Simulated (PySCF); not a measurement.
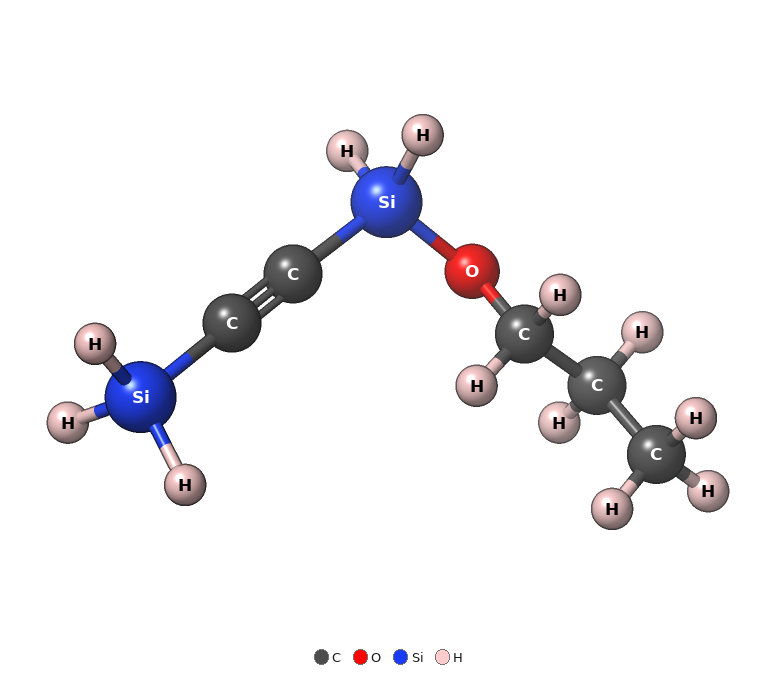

Ball-and-stick drawing of a structure. Multiple sticks mark multiple bonds (one Kekulé form).

Computed geometry: PBE0-D3(BJ)/def2-SVP optimisation. No frequency run is at hand to confirm it as a minimum.

Give the formula.

C5H12OSi2, 20 atoms: 5 carbon, 12 hydrogen, 1 oxygen and 2 silicon.

Does it have rings?

It has no ring.

How many bonds of each kind are drawn?

7 C–H, 5 Si–H, 3 C–C, 2 C–Si, 1 C–O, 1 O–Si.

Name some functional groups or characteristic bonds that it holds.

Among them: alkyne, Si–H bond, Si–O bond.

The parts below concern this one geometry. Atoms keep their numbers from picture to picture.

Symmetry

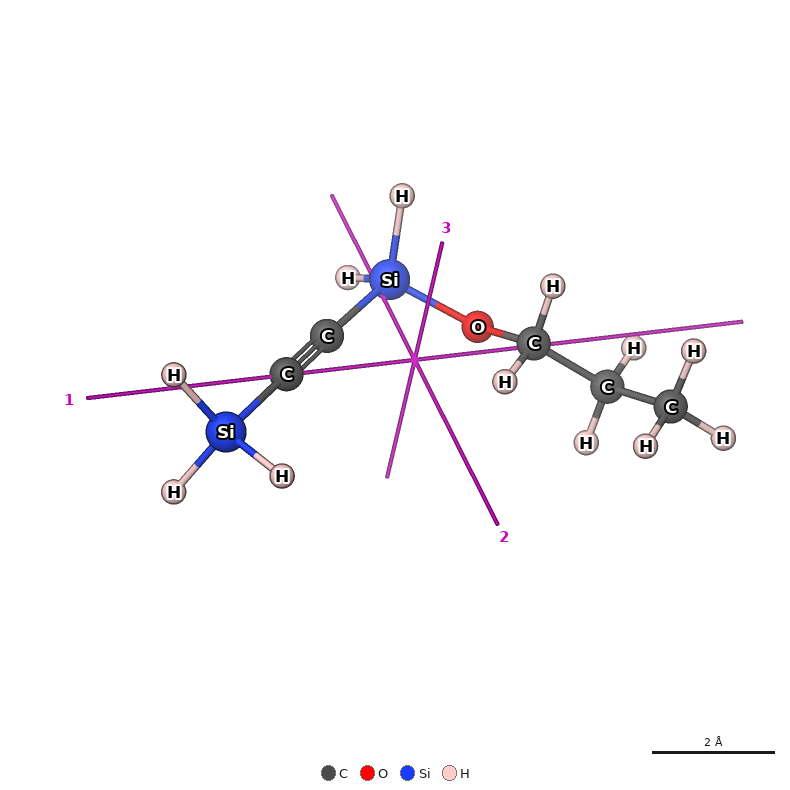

The three principal axes of inertia are drawn and numbered. Depth is shown by fading: the farther an atom, the more it takes the colour of the background. No frequency run is at hand to confirm it as a minimum. Masses are those of the most abundant isotopes; constants are for the rigid equilibrium geometry.

Which line is the a axis (least moment of inertia), which b and which c?

a is line 1, b is line 2, c is line 3; the moments are 261, 1007, 1231 u Å².

Classify the rotor and give the rotational constants (GHz).

An asymmetric top (C1): A = 1.94, B = 0.502, C = 0.411 GHz. Ray's parameter κ is −0.88, close to the prolate limit.

Electronic properties

No frequency run is at hand to confirm it as a minimum. Properties computed with PBE0/pcSseg-1, gas phase (PySCF 2.14.0).

Predict the main results.

- dipole moment: 1.20 D
- HOMO energy (Kohn–Sham orbital): −8.12 eV
- LUMO energy (Kohn–Sham orbital): −0.89 eV
- HOMO–LUMO gap: 7.23 eV

Quadrupole coupling

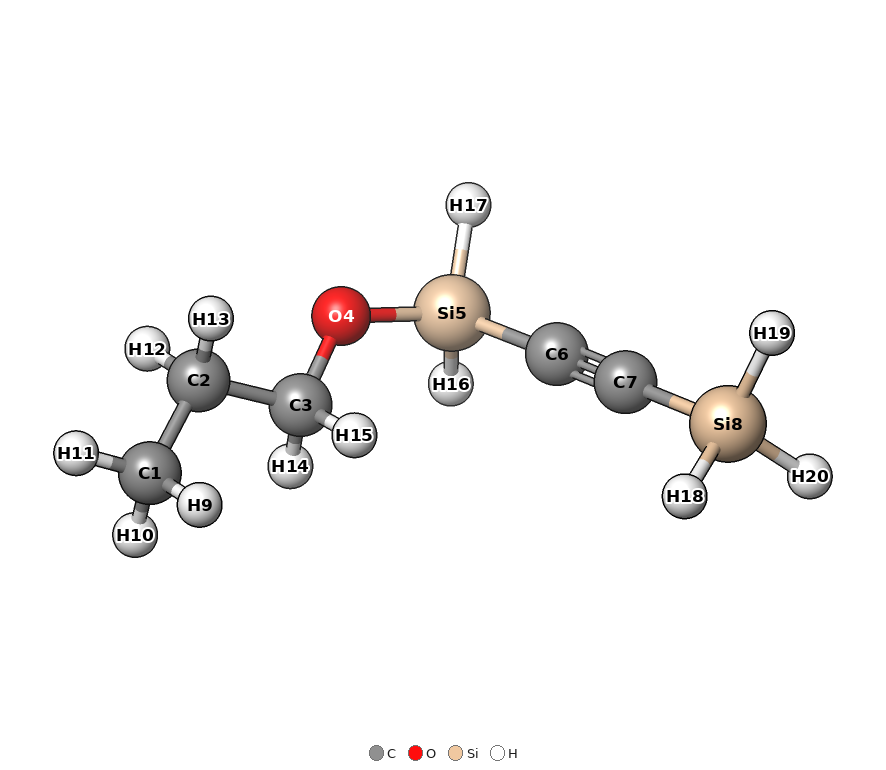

No frequency run is at hand to confirm it as a minimum. Electric field gradients from the ground-state density, PBE0/pcSseg-1 in chloroform (IEF-PCM) (PySCF 2.14.0), non-relativistic apart from any core potentials.

Give the largest field-gradient component, the quadrupole coupling constant and the asymmetry for 17O at O4 (Q = −25.6 mb), 2H at H9 (Q = 2.86 mb), 2H at H10 (Q = 2.86 mb).

| atom | V_zz (a.u.) | e²qQ/h (MHz) | η |
| --- | --- | --- | --- |
| O4 | 1.651 | −9.93 | 0.51 |
| H9 | 0.289 | 0.194 | 0.02 |
| H10 | 0.289 | 0.194 | 0.03 |

Polarisability

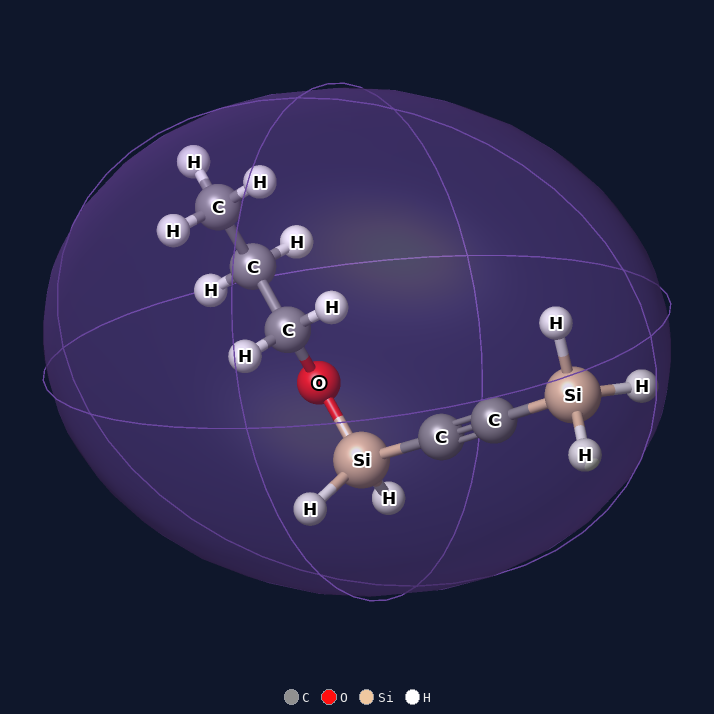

The ellipsoid shows the static dipole polarisability: its half-axes are proportional to the principal values. No frequency run is at hand to confirm it as a minimum. Level of theory: B3LYP/def2-SVPD (PySCF 2.14.0).

Give the principal values, the mean and the anisotropy.

Principal values 96.8, 115.4, 152.6 bohr³; mean 121.6 bohr³ (18.02 Å³); anisotropy 49.2 bohr³, so the longest axis is 1.58 times the shortest.
